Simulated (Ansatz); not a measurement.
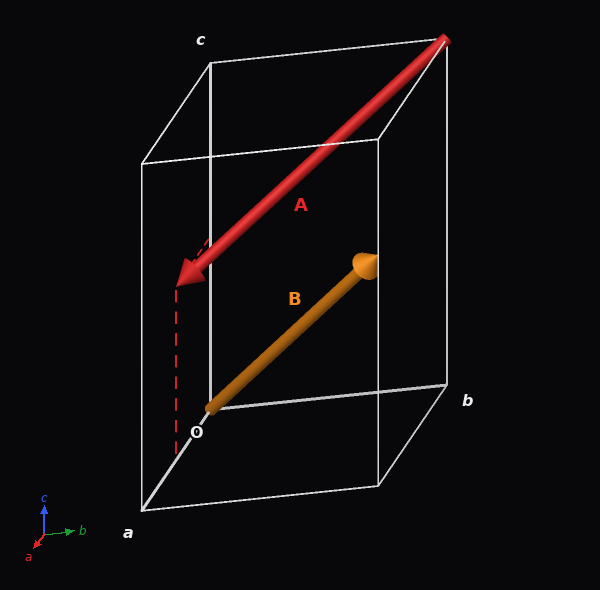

For Ti, coordinates from a relaxation with DFT PBE, scalar-relativistic, plane waves, PAW (Ansatz): each arrow starts at a corner of the unit cell and ends on its surface; where a tip isn't a corner, dashed lines run from it parallel to the axes. Symmetry computed with spglib at a tolerance of 0.002 Å; standard conventional cell.

a = 2.939 Å, b = 2.939 Å, c = 4.647 Å, α = 90.00°, β = 90.00°, γ = 120.00°.

Give [uvw] of each arrow.

Arrow A runs from (0, 1, 1) to (1/2, 0, 1/2), so [1 −2 −1], in four indices [4 −5 1 −3]; Arrow B runs from (0, 0, 0) to (1, 1, 2/3), so [3 3 2], in four indices [1 1 −2 2].

How long is the vector ua + vb + wc in each case, and what angles do the directions make?

A 9.059 Å; B 12.812 Å. A–B: 118.9°.
